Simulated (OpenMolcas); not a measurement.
# triplet AlSnSiH7 at 6 levels

We compute a comparison of 6 runs (UHF/3-21G, UHF/def2-SVP, UPBE/def2-SVP, UPBE0/def2-SVP, UTPSS/def2-SVP, ROMP2/def2-SVP) of triplet AlSnSiH7. 

The results are computed with OpenMolcas 26.06.

**1. Starting point**

AlSnSiH7 has 10 atoms, charge 0, and is taken as a triplet. SMILES of the parent species: `[SiH3][AlH][SnH3]`. Geometry: relaxed at PBE0-D4/def2-TZVP. That shape belongs to the parent species and isn't relaxed for this state.

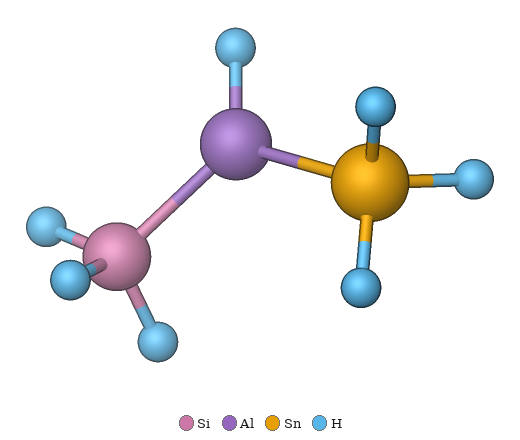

Viewed from a chosen angle; silicon pink, aluminium purple, tin amber, hydrogen blue.

**2. The energy at UHF/3-21G (run 1)**

File struct.xyz:

```xyz
10

Si    -1.727600     1.016900    -0.987400
Al     0.630900     0.366100    -0.771800
Sn     1.403800    -1.143700     1.279600
H     -2.584500    -0.202700    -1.056000
H     -2.025800     1.852500    -2.183800
H     -2.154500     1.780100     0.221500
H      1.723200     0.824500    -1.833100
H      2.608000    -0.374300     2.224600
H      0.128400    -1.541500     2.349800
H      2.081400    -2.629000     0.759800
```

File calc.input:

```
&GATEWAY
 BASLIB=$CurrDir
 COORD=struct.xyz
 BASIS=3-21G
 GROUP=NoSym

&SEWARD

&SCF
 UHF
 SPIN=3
 THRESHOLDS=1e-10 1e-07 1e-07 1e-05
 PRORBITALS=1
```

The basis set 3-21G is read from a file made from the Basis Set Exchange's data (not shown).

Command:

```
$ export MOLCAS_MEM=1860
$ pymolcas calc.input > calc.log
```

Output:

```text
--- Start Module: gateway ---
[...]
--- Stop Module: gateway /rc=_RC_ALL_IS_WELL_ ---
--- Start Module: seward ---
[...]
      Basis functions           71
--- Stop Module: seward /rc=_RC_ALL_IS_WELL_ ---
[...]
--- Start Module: scf ---
[...]
       Convergence after  22 Iterations
[...]
::    Total SCF energy                              -6528.1597426465
[...]
      Total spin, S                                     1.0068128169
[...]
      Total electronic charge=   84.000000
      Total            charge=   -0.000000
[...]
      Dipole Moment (debye):
      Origin of the operator (angstrom)=    0.7519   -0.5447    0.5797
                   X=  4.1094E-02               Y= -1.2348E+00               Z=  1.8776E+00           Total=  2.2476E+00
      Quadrupole Moment (debye*angstrom):
[...]
--- Stop Module: scf /rc=_RC_ALL_IS_WELL_ ---
[...]
```

Wall time 4.2 s (1 thread of Intel Xeon 6975P-C (Granite Rapids), shared host); peak memory 0.42 GiB.

**3. A single-point energy at UHF/def2-SVP (core potential) (run 2)**

File coord.xyz:

```xyz
10

Si    -1.727600     1.016900    -0.987400
Al     0.630900     0.366100    -0.771800
Sn     1.403800    -1.143700     1.279600
H     -2.584500    -0.202700    -1.056000
H     -2.025800     1.852500    -2.183800
H     -2.154500     1.780100     0.221500
H      1.723200     0.824500    -1.833100
H      2.608000    -0.374300     2.224600
H      0.128400    -1.541500     2.349800
H      2.081400    -2.629000     0.759800
```

File test.inp:

```
&GATEWAY
  BasLib
  $CurrDir
  Coord
  coord.xyz
  Basis
  def2-SVP
  Group
  NoSym

&SEWARD

&SCF
  UHF
  Spin
  3
  Thresholds
  1e-10 1e-07 1e-07 1e-05
  PrOrbitals
  1 2
```

The basis set def2-SVP is read from a file made from the Basis Set Exchange's data (not shown).

Command:

```
$ export MOLCAS_MEM=1860
$ pymolcas test.inp > test.log
```

Output:

```text
--- Start Module: gateway ---
[...]
--- Stop Module: gateway /rc=_RC_ALL_IS_WELL_ ---
--- Start Module: seward ---
[...]
      Basis functions           97
--- Stop Module: seward /rc=_RC_ALL_IS_WELL_ ---
[...]
--- Start Module: scf ---
[...]
       Convergence after  37 Iterations
[...]
::    Total SCF energy                               -747.9525954691
[...]
      Total spin, S                                     1.0058504776
[...]
      Total electronic charge=   56.000000
      Total            charge=   -0.000000
[...]
      Dipole Moment (debye):
      Origin of the operator (angstrom)=    0.7519   -0.5447    0.5797
                   X=  6.1065E-01               Y= -1.5627E+00               Z=  2.1857E+00           Total=  2.7554E+00
      Quadrupole Moment (debye*angstrom):
[...]
--- Stop Module: scf /rc=_RC_ALL_IS_WELL_ ---
[...]
```

It took 15 s on 1 thread of Intel Xeon 6975P-C (Granite Rapids), shared host; peak memory 0.54 GiB.

Runs 3 to 4 aren't shown in full; the table further down has their settings and results.

**4. The energy at UTPSS/def2-SVP (core potential) (run 5)**

File job.input:

```
* AlH7SiSn Kohn-Sham DFT
&gateway
baslib
$CurrDir
coord
10
angstrom
Si      -1.727600       1.016900      -0.987400
Al       0.630900       0.366100      -0.771800
Sn       1.403800      -1.143700       1.279600
H       -2.584500      -0.202700      -1.056000
H       -2.025800       1.852500      -2.183800
H       -2.154500       1.780100       0.221500
H        1.723200       0.824500      -1.833100
H        2.608000      -0.374300       2.224600
H        0.128400      -1.541500       2.349800
H        2.081400      -2.629000       0.759800
basis
def2-SVP
group
NoSym
&seward
gridinput
Grid=UltraFine
End of Grid
&scf
uhf
spin
3
ksdft
2
1.0 MGGA_X_TPSS
1.0 MGGA_C_TPSS
thresholds
1e-10 1e-07 1e-07 1e-05
prorbitals
1 1
```

The basis set def2-SVP is read from a file made from the Basis Set Exchange's data (not shown).

Command:

```
$ export MOLCAS_MEM=1860
$ pymolcas job.input > job.log
```

Output:

```text
--- Start Module: gateway ---
[...]
--- Stop Module: gateway /rc=_RC_ALL_IS_WELL_ ---
--- Start Module: seward ---
[...]
      Basis functions           97
--- Stop Module: seward /rc=_RC_ALL_IS_WELL_ ---
[...]
--- Start Module: scf ---
[...]
       Convergence after  27 Iterations
[...]
::    Total KS-DFT energy                            -750.0842974422
[...]
      Total spin, S                                     1.0018925391
[...]
      Total electronic charge=   56.000000
      Total            charge=   -0.000000
[...]
      Dipole Moment (debye):
      Origin of the operator (angstrom)=    0.7519   -0.5447    0.5797
                   X= -6.3791E-01               Y= -7.1294E-01               Z=  1.3011E+00           Total=  1.6149E+00
      Quadrupole Moment (debye*angstrom):
[...]
--- Stop Module: scf /rc=_RC_ALL_IS_WELL_ ---
[...]
```

Wall time 81 s (1 thread of Intel Xeon 6975P-C (Granite Rapids), shared host); peak memory 0.54 GiB.

**5. The energy at ROMP2/def2-SVP (core potential) (run 6)**

File job.inp:

```
* AlH7SiSn ROMP2
&gateway
baslib=$CurrDir
coord
10
angstrom
Si      -1.727600       1.016900      -0.987400
Al       0.630900       0.366100      -0.771800
Sn       1.403800      -1.143700       1.279600
H       -2.584500      -0.202700      -1.056000
H       -2.025800       1.852500      -2.183800
H       -2.154500       1.780100       0.221500
H        1.723200       0.824500      -1.833100
H        2.608000      -0.374300       2.224600
H        0.128400      -1.541500       2.349800
H        2.081400      -2.629000       0.759800
basis=def2-SVP
group=NoSym
&seward
&scf
uhf
spin=3
thresholds=1e-10 1e-07 1e-07 1e-05
prorbitals=1 1
&rasscf
fileorb=$Project.UnaOrb
spin=3
nactel=2 0 0
inactive=27
ras2=2
outorbitals=Canonical
orblisting=Few
&caspt2
ipea=0.0
frozen=14
```

The basis set def2-SVP is read from a file made from the Basis Set Exchange's data (not shown).

Command:

```
$ export MOLCAS_MEM=1860
$ pymolcas job.inp > job.log
```

Output:

```text
--- Start Module: gateway ---
[...]
--- Stop Module: gateway /rc=_RC_ALL_IS_WELL_ ---
[...]
      Basis functions           97
[...]
       Convergence after  37 Iterations
[...]
::    Total SCF energy                               -747.9525954691
[...]
      Total spin, S                                     1.0058504776
[...]
--- Start Module: rasscf ---
[...]
      Number of active orbitals                  2
[...]
      Spin quantum number                      1.0
[...]
      Active orbitals                            2
[...]
      Number of CSFs                             1
[...]
      Number of root(s) required                 1
[...]
      Convergence after 14 iterations
[...]
      printout of CI-coefficients larger than  0.05 for root  1
      energy=    -747.949514
      conf/sym  11     Coeff  Weight
             1  uu   1.00000 1.00000
      Natural orbitals and occupation numbers for root  1
      sym 1:   1.000000   1.000000
      ************************************************************************************************************************
      *                                                    Final results                                                     *
[...]
::    RASSCF root number  1 Total energy:   -747.94951442
[...]
      Total electronic charge=   56.000000
      Total            charge=   -0.000000
[...]
      Dipole Moment (debye):
      Origin of the operator (angstrom)=    0.7519   -0.5447    0.5797
                   X=  8.0442E-01               Y= -1.6661E+00               Z=  2.2807E+00           Total=  2.9368E+00
      Quadrupole Moment (debye*angstrom):
[...]
--- Stop Module: rasscf /rc=_RC_ALL_IS_WELL_ ---
[...]
--- Start Module: caspt2 ---
[...]
 ###    WARNING: User changed nr of frozen orbitals.                         ###
 ###############################################################################
[...]
      E2 (Variational):          -0.2889829070
      Total energy:            -748.2384973264
[...]
      Reference weight:           0.86589
[...]
::    CASPT2 Root  1     Total energy:   -748.23849733
[...]
--- Stop Module: caspt2 /rc=_RC_ALL_IS_WELL_ ---
[...]
```

Run time: 23 s. Hardware: 1 thread of Intel Xeon 6975P-C (Granite Rapids), shared host; peak memory 0.54 GiB.

**6. The series**

| run | level | integration grid | frozen core orbitals | energy (Eh) | dipole moment (D) | HOMO energy (eV) | ⟨S²⟩ | wall time |
| --- | --- | --- | --- | --- | --- | --- | --- | --- |
| 1 | UHF/3-21G | – | – | -6528.159743 | 2.25 | -6.10 | 2.020 | 4.2 s |
| 2 | UHF/def2-SVP (core potential) | – | – | -747.952595 | 2.76 | -6.09 | 2.018 | 15 s |
| 3 | UPBE/def2-SVP (core potential) | UltraFine | – | -749.798605 | 1.64 | -3.54 | 2.005 | 51 s |
| 4 | UPBE0/def2-SVP (core potential) | UltraFine | – | -749.867694 | 1.73 | -4.32 | 2.007 | 47 s |
| 5 | UTPSS/def2-SVP (core potential) | UltraFine | – | -750.084297 | 1.61 | -3.66 | 2.006 | 81 s |
| 6 | ROMP2/def2-SVP (core potential) | – | 14 | -748.238497 | – | – | – | 23 s |

**7. Summary of results**

| quantity | value |
| --- | --- |
| run 6: total energy | -748.23850 Eh |

What this shows: Over runs 1, 2, 3, 4, 5 the dipole moment (its size) runs from 1.61 D (UTPSS/def2-SVP) to 2.76 D (UHF/def2-SVP). Totals of different functionals can't be ranked against each other. Some runs of one species differ in core potentials or relativity; totals across that change don't compare. In run 1 relativity is left out where basis or elements ask for it. All runs together took 3.7 min, the longest 81 s.
